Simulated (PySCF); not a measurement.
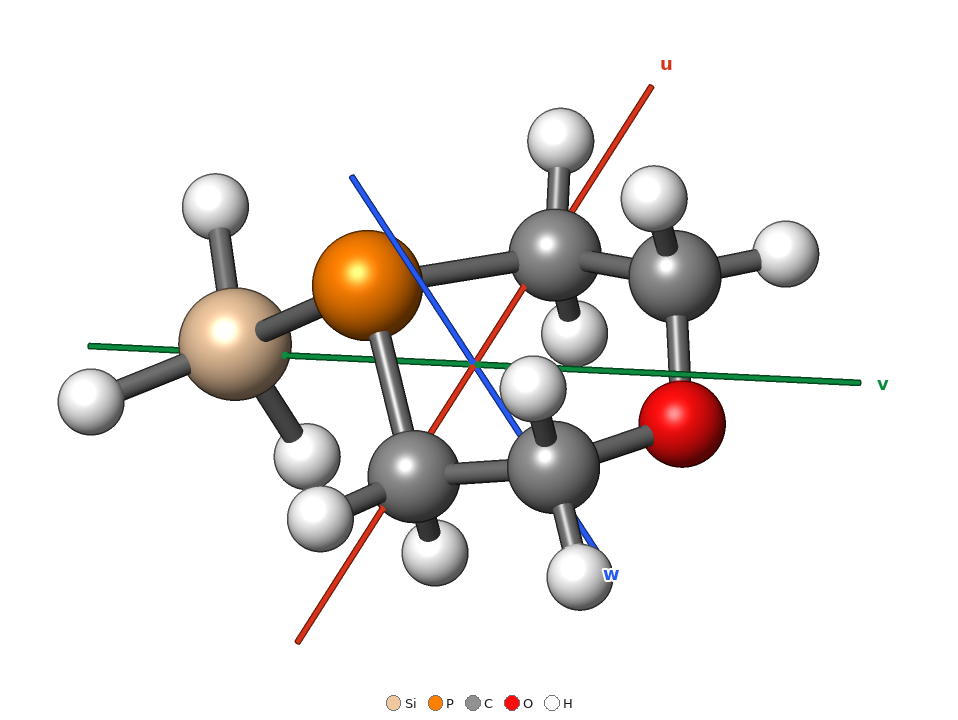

The lines u, v and w are the principal axes of the static dipole polarisability. Computed geometry: GFN2-xTB optimisation. No frequency run is at hand to confirm it as a minimum. Level of theory: B3LYP/def2-SVPD (PySCF 2.14.0).

Question: Along which axis is the molecule most polarisable, and along which least?

Answer: Most along v, least along w.

Question: Give the three principal values.

Answer: u 101.7, v 127.1, w 89.9 bohr³; mean 106.2, anisotropy 32.9 bohr³.

The geometry is semi-empirical. Around P, Si such bond lengths and angles can be off by a tenth of an ångström or more and by several degrees, and values that hang on the shape move with them.
